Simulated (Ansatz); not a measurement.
# CClF₃: small, medium and large basis sets

Aim: see how fast density functionals and correlated methods converge with the basis set for CClF₃.

Computed with Ansatz 0.2.0, Gaussian basis. Level: one geometry, several basis sets.

The runs, in order: PBE0-D4/def2-SVP; ωB97M-V/def2-SVP; PBE0-D4/def2-QZVPP; ωB97M-V/def2-QZVPP; CCSD(T)/cc-pV(D+d)Z; CCSD(T)/cc-pV(T+d)Z; CCSD(T)/cc-pV(Q+d)Z; the functionals' def2-TZVPP values are taken from earlier runs.

## 1. The geometry

All runs share one geometry, relaxed beforehand with PBE0-D4 in a triple-zeta def2 set.

SMILES `FC(F)(F)Cl`, 5 atoms, charge 0, spin multiplicity 1.

Atoms are counted from 1 here; the program's logs count them from 0.

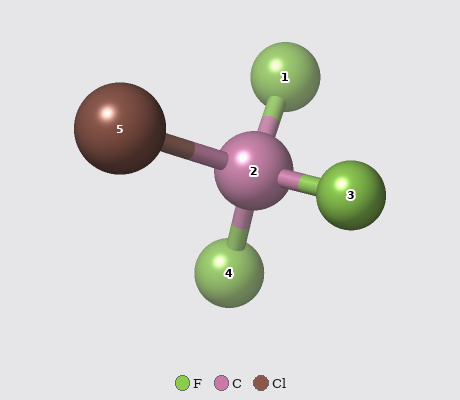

The structure; fluorine green, carbon pink, chlorine brown; atoms are numbered from 1 in the order of the file.

## 2. PBE0-D4 in def2-SVP

Input file in.yaml:

```yaml
crystal:
  periodic: [false, false, false]
  atoms:
    - {symbol: F, position_ang: [0.213658, 0.019108, 1.326099]}
    - {symbol: C, position_ang: [-0.002242, -0.082454, 0.026069]}
    - {symbol: F, position_ang: [-1.249589, -0.474647, -0.167098]}
    - {symbol: F, position_ang: [0.811665, -0.998971, -0.468455]}
    - {symbol: Cl, position_ang: [0.276309, 1.463263, -0.758016]}
basis:
  gaussian: {orbitals: def2-SVP}
hamiltonian: {xc: pbe0, dispersion: d4}
output: {orbitals: {seedname: orbitals}}
```

Run with:

```bash
$ ansatz run in.yaml --threads 2 --pin off --events-out ev --progress --plain --max-ram 32768MiB --backend cpu
```

What it wrote:

```text
Functional definition: PBE0
  name "PBE0"
  cite "Adamo & Barone, J. Chem. Phys. 110, 6158 (1999) doi:10.1063/1.478522"
  cite "Perdew, Burke & Ernzerhof, Phys. Rev. Lett. 77, 3865 (1996) doi:10.1103/PhysRevLett.77.3865"
  parent pbe
  parameter a = 0.25
  parameter kappa = 0.804
  parameter beta = 0.06672455060314922
  exchange = (1 - a)*pbe_x(kappa = kappa, mu = beta*pi^2/3) + a*exact_x
  correlation = pbe_c(beta = beta)
704 factors; integrals over basis functions are off by at most 1.2e-3 eV
mean field evaluation 1: about -21683.9420 eV, gradient 3.9e1 eV
mean field evaluation 2: about -21681.6041 eV, gradient 5.6e1 eV
mean field evaluation 4: about -21686.1625 eV, gradient 7.3e-1 eV
mean field evaluation 8: about -21686.3646 eV, gradient 1.1e-1 eV
mean field evaluation 16: about -21686.3646 eV, gradient 1.3e-5 eV
mean field -21686.36464492 eV, -796.9592011550 hartree, gradient 1.3e-5 eV, S^2 0.000000; 0 other end points of the search recorded, 0 dependent functions left out
reference -21686.36465521 eV, -796.9592015331 hartree; 25, 25 occupied and 49, 49 virtual orbitals, 704 factors
Total energy: -21686.43795895 eV, -796.9618953956 hartree
```

Run time: 1.6 s. Hardware: 2 threads, shared host.

## 3. ωB97M-V in def2-SVP

in.yaml, as its differences from that of step 2:

```diff
@@ -10,3 +10,3 @@
   gaussian: {orbitals: def2-SVP}
-hamiltonian: {xc: pbe0, dispersion: d4}
+hamiltonian: {xc: {name: wB97M-V}}
 output: {orbitals: {seedname: orbitals}}
```

Same command.

What it wrote, shortened:

```text
Functional definition: wB97M-V
  name "wB97M-V"
  cite "Mardirossian & Head-Gordon, J. Chem. Phys. 144, 214110 (2016) doi:10.1063/1.4952647"
  cite "Becke, J. Chem. Phys. 107, 8554 (1997) doi:10.1063/1.475007"
  cite "Vydrov & Van Voorhis, J. Chem. Phys. 133, 244103 (2010) doi:10.1063/1.3521275"
  # Of w^i u^j: cxij and so on, Table III.
[...]
  gx(w, u) = 1 - cx + cx01*u + cx10*w
  gss(w, u) = css00 + css04*u^4 + css10*w + css20*w^2 + css43*w^4*u^3
  gos(w, u) = cos00 + cos10*w + (cos20 + cos21*u)*w^2 + (cos60 + cos61*u)*w^6
[...]
      + integral(e_c_pw_mod_opposite_spin*gos(b97_w_opposite, b97_u_opposite)) + vv10(b, c)
704 factors; integrals over basis functions are off by at most 1.2e-3 eV
127 factors; integrals over basis functions are off by at most 1.3e-5 eV
[...]
mean field -21696.48097189 eV, -797.3309693139 hartree, gradient 1.8e-5 eV, S^2 0.000000; 0 other end points of the search recorded, 0 dependent functions left out
reference -21696.48098747 eV, -797.3309698867 hartree; 25, 25 occupied and 49, 49 virtual orbitals, 704 factors
Total energy: -21696.48098747 eV, -797.3309698867 hartree
```

Wall time 4.5 s (2 threads, shared host).

## 4. PBE0-D4 in def2-QZVPP

in.yaml, as its differences from that of step 3:

```diff
@@ -9,4 +9,4 @@
 basis:
-  gaussian: {orbitals: def2-SVP}
-hamiltonian: {xc: {name: wB97M-V}}
+  gaussian: {orbitals: "def2-QZVPP.json"}
+hamiltonian: {xc: pbe0, dispersion: d4}
 output: {orbitals: {seedname: orbitals}}
```

Launched as before.

What it wrote:

```text
Functional definition: PBE0
  name "PBE0"
  cite "Adamo & Barone, J. Chem. Phys. 110, 6158 (1999) doi:10.1063/1.478522"
  cite "Perdew, Burke & Ernzerhof, Phys. Rev. Lett. 77, 3865 (1996) doi:10.1103/PhysRevLett.77.3865"
  parent pbe
  parameter a = 0.25
  parameter kappa = 0.804
  parameter beta = 0.06672455060314922
  exchange = (1 - a)*pbe_x(kappa = kappa, mu = beta*pi^2/3) + a*exact_x
  correlation = pbe_c(beta = beta)
1094 factors; their error is unknown
mean field evaluation 1: about -21700.6305 eV, gradient 4.0e1 eV
mean field evaluation 2: about -21698.6044 eV, gradient 5.7e1 eV
mean field evaluation 4: about -21702.6267 eV, gradient 1.2e0 eV
mean field evaluation 8: about -21702.6454 eV, gradient 4.6e-2 eV
mean field evaluation 16: about -21702.6454 eV, gradient 2.0e-5 eV
mean field -21702.64540160 eV, -797.5575079276 hartree, gradient 2.0e-5 eV, S^2 0.000000; 0 other end points of the search recorded, 0 dependent functions left out
reference -21702.64542385 eV, -797.5575087450 hartree; 25, 25 occupied and 273, 273 virtual orbitals, 1094 factors
Total energy: -21702.71872758 eV, -797.5602026075 hartree
```

It took 7.5 s on 2 threads, shared host; peak memory 0.84 GiB.

## 5. ωB97M-V in def2-QZVPP

in.yaml, as its differences from that of step 4:

```diff
@@ -10,3 +10,3 @@
   gaussian: {orbitals: "def2-QZVPP.json"}
-hamiltonian: {xc: pbe0, dispersion: d4}
+hamiltonian: {xc: {name: wB97M-V}}
 output: {orbitals: {seedname: orbitals}}
```

Same command.

What it wrote, shortened:

```text
Functional definition: wB97M-V
  name "wB97M-V"
  cite "Mardirossian & Head-Gordon, J. Chem. Phys. 144, 214110 (2016) doi:10.1063/1.4952647"
  cite "Becke, J. Chem. Phys. 107, 8554 (1997) doi:10.1063/1.475007"
  cite "Vydrov & Van Voorhis, J. Chem. Phys. 133, 244103 (2010) doi:10.1063/1.3521275"
  # Of w^i u^j: cxij and so on, Table III.
[...]
  gx(w, u) = 1 - cx + cx01*u + cx10*w
  gss(w, u) = css00 + css04*u^4 + css10*w + css20*w^2 + css43*w^4*u^3
  gos(w, u) = cos00 + cos10*w + (cos20 + cos21*u)*w^2 + (cos60 + cos61*u)*w^6
[...]
      + integral(e_c_pw_mod_opposite_spin*gos(b97_w_opposite, b97_u_opposite)) + vv10(b, c)
1078 factors; their error is unknown
159 factors; integrals over basis functions are off by at most 9.5e-5 eV
[...]
mean field -21712.86919485 eV, -797.9332253994 hartree, gradient 1.3e-5 eV, S^2 0.000000; 0 other end points of the search recorded, 0 dependent functions left out
reference -21712.86922980 eV, -797.9332266836 hartree; 25, 25 occupied and 273, 273 virtual orbitals, 1078 factors
Total energy: -21712.86922980 eV, -797.9332266836 hartree
```

Wall time 20 s (2 threads, shared host); peak memory 0.98 GiB.

## 6. Functionals by basis

The def2-TZVPP values come from earlier runs at the same geometry.

```tsv
functional	basis	functions	energy (eV)	from the largest (eV)	HOMO (eV)	LUMO (eV)
PBE0-D4	def2-SVP	74	-21686.4380	16.281	-9.91	0.90
PBE0-D4	def2-TZVPP	166	-21701.8956	0.823	-10.05	0.10
PBE0-D4	def2-QZVPP	298	-21702.7187	0.000	-10.09	-0.11
ωB97M-V	def2-SVP	74	-21696.4810	16.388	-12.21	3.39
ωB97M-V	def2-TZVPP	166	-21712.0917	0.778	-12.40	2.44
ωB97M-V	def2-QZVPP	298	-21712.8692	0.000	-12.45	2.05
```

## 7. CCSD(T) in cc-pV(D+d)Z

in.yaml, as its differences from that of step 5:

```diff
@@ -9,4 +9,3 @@
 basis:
-  gaussian: {orbitals: "def2-QZVPP.json"}
-hamiltonian: {xc: {name: wB97M-V}}
-output: {orbitals: {seedname: orbitals}}
+  gaussian: {orbitals: "cc-pV(D+d)Z.json"}
+correlation: {method: ccsd_t}
```

Launched as before.

What it wrote, shortened:

```text
Functional definition: HF
  name "HF"
  cite "Fock, Z. Phys. 61, 126 (1930) doi:10.1007/BF01340294"
  parent pbe
[...]
761 factors; integrals over basis functions are off by at most 1.2e-3 eV
[...]
mean field -21652.17496382 eV, -795.7027535491 hartree, gradient 9.4e-6 eV, S^2 0.000000; 0 other end points of the search recorded, 0 dependent functions left out
9 core orbitals not correlated: weight in the atoms' cores, before any rotation towards them, 1.000 or more for the frozen orbitals, at most 0.000 for the correlated occupied ones
reference -21652.17496382 eV, -795.7027535491 hartree; 16, 16 occupied and 54, 54 virtual orbitals, 761 factors
second order -22.46717432 eV of doubles, -0.00000000 eV of singles
cycle   1  -22.45996216 eV  change    7.2e-3 eV  update   9.5e-2
[...]
cycle   9  -22.99339055 eV  change   -6.3e-6 eV  update   7.1e-6
perturbative correction -0.49829884 eV, -0.0183121446 hartree
Total energy: -21675.66665321 eV, -796.5660572110 hartree
```

Run time: 4 s. Hardware: 2 threads, shared host.

## 8. CCSD(T) in cc-pV(T+d)Z

in.yaml, as its differences from that of step 7:

```diff
@@ -9,3 +9,4 @@
 basis:
-  gaussian: {orbitals: "cc-pV(D+d)Z.json"}
+  gaussian: {orbitals: "cc-pV(T+d)Z.json"}
 correlation: {method: ccsd_t}
+output: {orbitals: {seedname: orbitals}}
```

Run with:

```bash
$ ansatz run in.yaml --threads 2 --pin off --events-out ev --progress --plain --max-ram 32768MiB --backend cuda --devices 0, --max-vram 18GiB
```

What it wrote, shortened:

```text
Functional definition: HF
  name "HF"
  cite "Fock, Z. Phys. 61, 126 (1930) doi:10.1007/BF01340294"
  parent pbe
[...]
1001 factors; integrals over basis functions are off by at most 9.6e-4 eV
[...]
mean field -21655.79244724 eV, -795.8356936128 hartree, gradient 2.2e-6 eV, S^2 0.000000; 0 other end points of the search recorded, 0 dependent functions left out
9 core orbitals not correlated: weight in the atoms' cores, before any rotation towards them, 1.000 or more for the frozen orbitals, at most 0.000 for the correlated occupied ones
reference -21655.79244724 eV, -795.8356936128 hartree; 16, 16 occupied and 134, 134 virtual orbitals, 1001 factors
second order -29.76118371 eV of doubles, -0.00000000 eV of singles
cycle   1  -29.44750182 eV  change    3.1e-1 eV  update   1.0e-1
[...]
cycle   9  -30.14316603 eV  change   -1.5e-5 eV  update   9.9e-6
perturbative correction -1.05344364 eV, -0.0387133395 hartree
Total energy: -21686.98905691 eV, -796.9821478722 hartree
```

Wall time 4.6 s (1 × H100 (card shared with other runs) with 2 threads, shared host); peak host memory 0.78 GiB.

## 9. CCSD(T) in cc-pV(Q+d)Z

in.yaml, as its differences from that of step 8:

```diff
@@ -9,4 +9,3 @@
 basis:
-  gaussian: {orbitals: "cc-pV(T+d)Z.json"}
+  gaussian: {orbitals: "cc-pV(Q+d)Z.json"}
 correlation: {method: ccsd_t}
-output: {orbitals: {seedname: orbitals}}
```

Same command.

What it wrote, shortened:

```text
Functional definition: HF
  name "HF"
  cite "Fock, Z. Phys. 61, 126 (1930) doi:10.1007/BF01340294"
  parent pbe
[...]
1778 factors; integrals over basis functions are off by at most 5.3e-4 eV
[...]
mean field -21656.62675915 eV, -795.8663540099 hartree, gradient 1.2e-6 eV, S^2 0.000000; 0 other end points of the search recorded, 0 dependent functions left out
9 core orbitals not correlated: weight in the atoms' cores, before any rotation towards them, 1.000 or more for the frozen orbitals, at most 0.000 for the correlated occupied ones
reference -21656.62675915 eV, -795.8663540099 hartree; 16, 16 occupied and 259, 259 virtual orbitals, 1778 factors
second order -32.49918239 eV of doubles, -0.00000000 eV of singles
cycle   1  -31.96324634 eV  change    5.4e-1 eV  update   1.0e-1
[...]
cycle   9  -32.69130593 eV  change   -1.7e-5 eV  update   1.1e-5
perturbative correction -1.22685764 eV, -0.0450861866 hartree
Total energy: -21690.54492272 eV, -797.1128235304 hartree
```

Run time: 6 s. Hardware: 1 × H100 (card shared with other runs) with 2 threads, shared host; peak host memory 0.85 GiB.

Energy pieces by basis (eV):

```tsv
basis	HF	MP2 correlation	CCSD correlation	(T)	total
cc-pV(D+d)Z	-21652.1750	-22.4672	-22.9934	-0.4983	-21675.6667
cc-pV(T+d)Z	-21655.7924	-29.7612	-30.1432	-1.0534	-21686.9891
cc-pV(Q+d)Z	-21656.6268	-32.4992	-32.6913	-1.2269	-21690.5449
```

## 10. The basis-set limit

No new run: Hartree-Fock is extrapolated as exp(−5.46√X) and correlation as X^−3.05, with X = 3 and 4.

```tsv
level	energy at the limit (eV)
HF	-21656.8781
MP2	-21691.3265
CCSD	-21691.3834
CCSD(T)	-21692.7337
```

```tsv
basis	HF above its limit (eV)	share of the MP2 correlation limit (%)
cc-pV(D+d)Z	4.703	65.2
cc-pV(T+d)Z	1.086	86.4
cc-pV(Q+d)Z	0.251	94.3
```

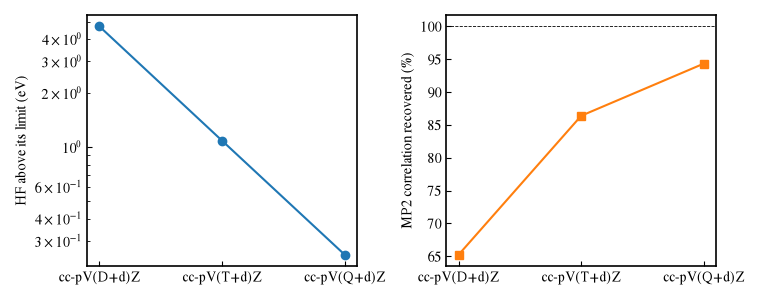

Hartree-Fock converges fast with the basis, correlation slowly.

## 11. Summary of results

```
                                                                 quantity           value
                                   MP2 correlation recovered, cc-pV(D+d)Z          65.2 %
                                   MP2 correlation recovered, cc-pV(T+d)Z          86.4 %
                                   MP2 correlation recovered, cc-pV(Q+d)Z          94.3 %
CCSD(T) limit from def2 sets (earlier runs) less the limit of this series         -54 meV
                          PBE0-D4: double and triple zeta above quadruple  16.28, 0.82 eV
                          ωB97M-V: double and triple zeta above quadruple  16.39, 0.78 eV
```

In words: PBE0-D4 gains 15.46 eV from double to triple zeta, then 0.82 eV more. In cc-pV(D+d)Z MP2 holds 65 % of its limit, in cc-pV(Q+d)Z 94 %, while Hartree-Fock is within 0.251 eV in the largest set. A limit from the def2 sets, made apart, differs by 54 meV, a least measure of the doubt on such a limit. These are total energies; as a rule much of such shifts cancels in differences, which this series doesn't test. The LUMO of ωB97M-V is positive and keeps falling with the basis (3.39 to 2.05 eV): an unbound level that the basis holds in place.

For PBE0-D4 the largest set took about 5 times as long as the smallest (7.5 s against 1.6 s).
